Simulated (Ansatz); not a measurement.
```xyz
4

F     1.1655   -1.3556   -2.9773
S     1.3363   -3.6935   -0.9898
Si    0.2583   -2.2171   -1.8448
Si   -1.9077   -1.4422   -1.6336
```

Geometry: B3LYP-D3(BJ)/def2-SVPD.

The calculation used Ansatz 0.2.0, isolated molecule in a Gaussian basis; Kohn-Sham density functional theory, functional PBE0.

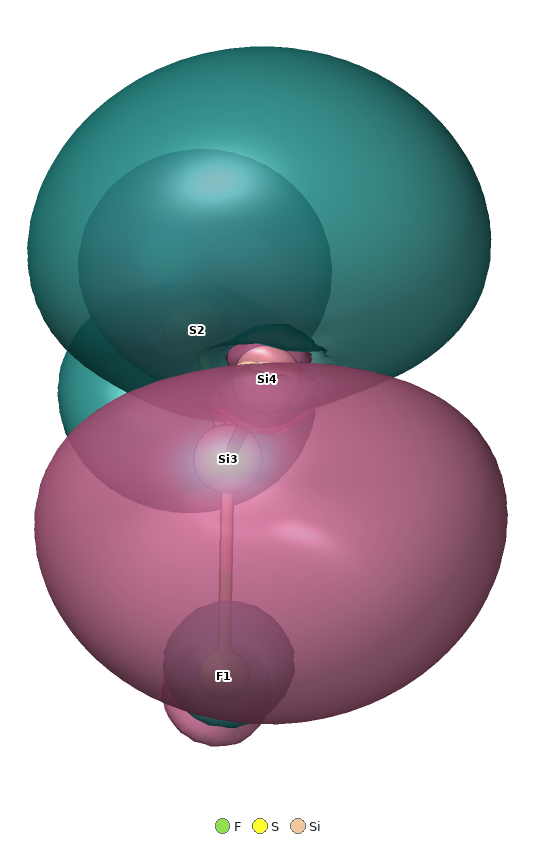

FSSi2 (charge −1, triplet). The HOMO (α) at ±0.06 Å⁻³ᐟ² (teal and pink are the two phases), seen at an oblique angle.

### Describe this orbital and give its energy.

By Hirshfeld shares it lies mainly on Si4 (about 80 %), Si3 (about 10 %) and S2 (about 10 %); it is symmetric in the molecular plane (an in-plane orbital: σ, lone-pair or in-plane π type). Its energy is −1.10 eV.
